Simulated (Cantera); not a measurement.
Input: 1 mol CsCl, 490 mol H2, held at 0.000100 bar.

These are equilibrium values from Cantera (NASA tables, ideal gas, pure condensed phases), not measurements of a reactor. Candidate condensed phases: Cs, CsCl; 9 gas species. Rates play no part.

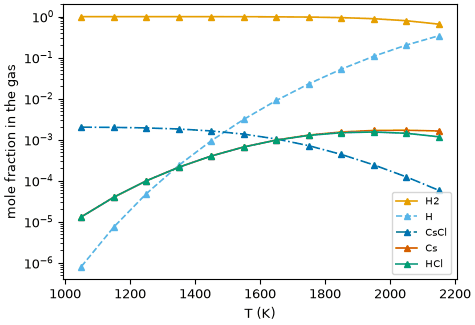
Fig. 1. Equilibrium gas composition (values under 1e-9 drawn at 1e-9)

Task: Read off the mole fractions at 1650 K.

Result: H2 about 0.99, H about 0.0090, CsCl about 0.0010, Cs about 0.00098, HCl about 0.00098.
